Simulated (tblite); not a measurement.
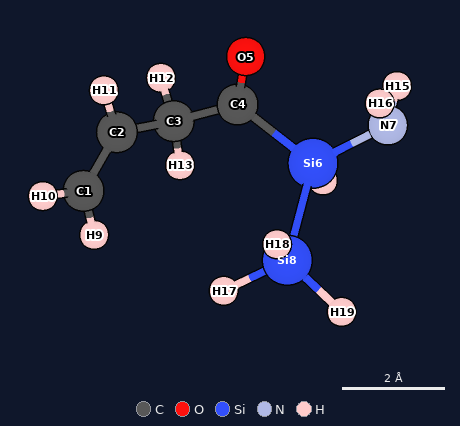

This is the input geometry for a relaxation of C4H11NOSi2. The picture is a ball-and-stick view, seen at a tilt.

Level of theory: GFN2-xTB geometry optimisation, gas phase (tblite).

```xyz
19

C    -2.9314    0.2723    0.0216
C    -2.0662    0.4216   -0.9879
C    -0.9550   -0.5600   -1.2848
C     0.3718    0.1438   -1.1533
O     0.7376    1.0985   -1.8026
Si    1.6009   -0.5114    0.1393
N     3.2144    0.0291   -0.1678
Si    0.7758    0.1637    2.2093
H    -2.9153   -0.5805    0.6958
H    -3.7163    1.0203    0.1933
H    -2.1357    1.2906   -1.6258
H    -1.0597   -0.9082   -2.3210
H    -1.0250   -1.4400   -0.6354
H     1.6807   -1.9940    0.0777
H     3.5205   -0.3670   -1.0458
H     3.1708    1.0314   -0.3372
H    -0.5928   -0.4043    2.4020
H     0.6871    1.6367    2.2938
H     1.6281   -0.3334    3.3214
```

Question: What does the optimiser find from here?

Answer: H16 moves most after the best rigid fit: 1.52 Å. By element the largest moves are H 1.52 Å, C 0.53 Å, O 0.46 Å, N 0.38 Å, Si 0.36 Å. Among the contacts that change: Si8–H17 1.494 → 1.466 Å, C1–H10 1.098 → 1.076 Å, C4–Si6 1.900 → 1.920 Å, C2–C3 1.512 → 1.495 Å. Among the angles between lasting bonds that change: Si6–N7–H16 107.3° → 122.7°, C4–Si6–N7 112.0° → 100.7°, Si6–N7–H15 108.3° → 118.2°. Groups turn about Si6–Si8 by about 40°, C3–C4 by about 35°. Over 223 geometry steps the energy falls by 0.293 eV. Cost: 1.6 s on 1 thread of Arm Neoverse V2, on a shared host.

Step by step:

```
step  E − E(0), eV
   0        0.0000
   1       -0.0734
   2       -0.1297
   3       -0.1461
   4       -0.1582
   5       -0.1665
   6       -0.1728
   7       -0.1784
   8       -0.1825
   9       -0.1855
  10       -0.1883
  21       -0.2101
  32       -0.2196
  44       -0.2236
  55       -0.2272
  66       -0.2333
  77       -0.2386
  88       -0.2491
 100       -0.2628
 111       -0.2705
 122       -0.2758
 133       -0.2811
 145       -0.2846
 156       -0.2858
 167       -0.2875
 178       -0.2888
 189       -0.2910
 201       -0.2916
 212       -0.2925
 223       -0.2931
```

The structure at the end:

```xyz
19

C    -2.5131    0.0498    0.2657
C    -1.9111    0.4268   -0.8484
C    -0.9984   -0.4452   -1.6500
C     0.4171    0.0434   -1.3902
O     0.9517    0.8472   -2.1204
Si    1.3171   -0.5774    0.1878
N     2.9515   -0.2420   -0.2245
Si    0.5518    0.4266    2.1260
H    -2.4094   -0.9486    0.6572
H    -3.1517    0.7160    0.8191
H    -2.0291    1.4341   -1.2250
H    -1.2264   -0.3476   -2.7136
H    -1.0866   -1.4853   -1.3368
H     1.1584   -2.0456    0.1723
H     3.1294    0.3497   -1.0209
H     3.6772   -0.1511    0.4648
H    -0.3345   -0.4614    2.8837
H    -0.1763    1.6820    1.9220
H     1.6728    0.7375    3.0239
```

The end point in the same view:

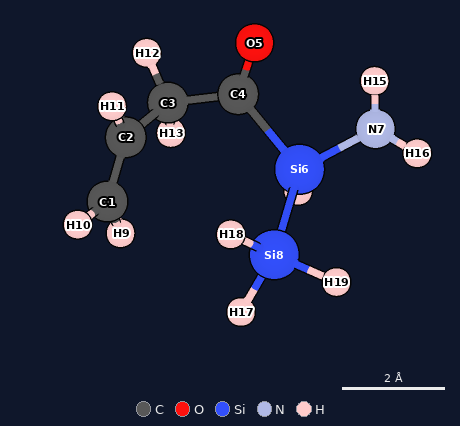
